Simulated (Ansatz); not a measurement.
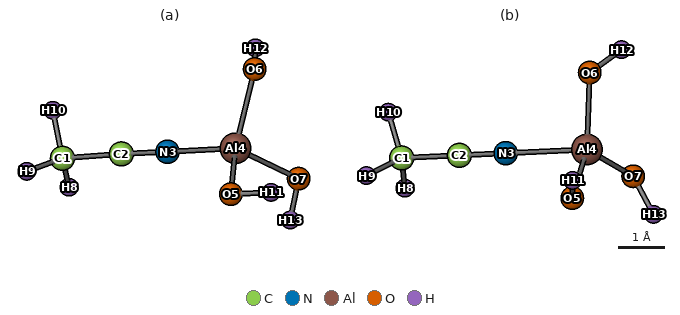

The structure of C2H6AlNO3 (coarse preliminary run) before (left) and after (right) a relaxation, at one scale.

Style: ball-and-stick. Shown at a tilt.

The start comes from a force field.

All numbers below come from RKS PBE-D4/def2-SVP in Ansatz 0.2.0.

Input
```yaml
crystal:
  periodic: [false, false, false]
  atoms:
    - {symbol: C, position_ang: [1.200200, -0.892400, 2.582300]}
    - {symbol: C, position_ang: [0.603500, -0.410300, 1.285400]}
    - {symbol: N, position_ang: [0.143700, -0.057800, 0.256700]}
    - {symbol: Al, position_ang: [-0.445300, 0.513100, -1.371900]}
    - {symbol: O, position_ang: [0.598000, -0.043200, -2.739500]}
    - {symbol: O, position_ang: [-0.656300, 2.347800, -1.380700]}
    - {symbol: O, position_ang: [-2.154100, -0.234900, -1.608400]}
    - {symbol: H, position_ang: [0.626600, -1.717000, 2.920100]}
    - {symbol: H, position_ang: [2.225300, -1.097500, 2.488700]}
    - {symbol: H, position_ang: [1.060900, -0.026200, 3.335500]}
    - {symbol: H, position_ang: [0.111000, 0.221400, -3.530800]}
    - {symbol: H, position_ang: [-1.224300, 2.549900, -0.593400]}
    - {symbol: H, position_ang: [-2.068900, -1.187600, -1.629200]}
basis:
  gaussian: {orbitals: def2-SVP}
hamiltonian: {xc: pbe, dispersion: d4}
relax: {f_tol: 0.03, max_steps: 200}
```

Command:
```bash
ansatz run in.yaml --threads 4 --pin off --events-out ev --progress --plain --max-ram 11315MiB
```

Question: Describe what moved and what it gained.

Answer: The atom that moves furthest after the best rigid fit is H11 (0.92 Å). Largest moves by element: H 0.92 Å, O 0.35 Å, Al 0.28 Å, C 0.08 Å, N 0.06 Å. Some distances before and after: N3–Al4 1.824 → 2.035 Å, Al4–O7 1.880 → 1.740 Å, Al4–O6 1.847 → 1.740 Å, Al4–O5 1.808 → 1.740 Å. Bond angles that change, for instance: N3–Al4–O5 113.1° → 99.5°, Al4–O5–H11 104.1° → 116.6°, Al4–O6–H12 105.3° → 116.7°. Groups turn about Al4–O7 by about 55°. The energy falls by 112.1 kJ/mol in 11 accepted moves (12 points after the start). The largest force component goes from 4.2 to 0.02 eV/Å. The line search rejected the trial step at point 7 of the run. The forces were under the threshold at step 6, but the run went on from there. Cost: 20 s on 4 threads of Arm Neoverse V2 (shared host).
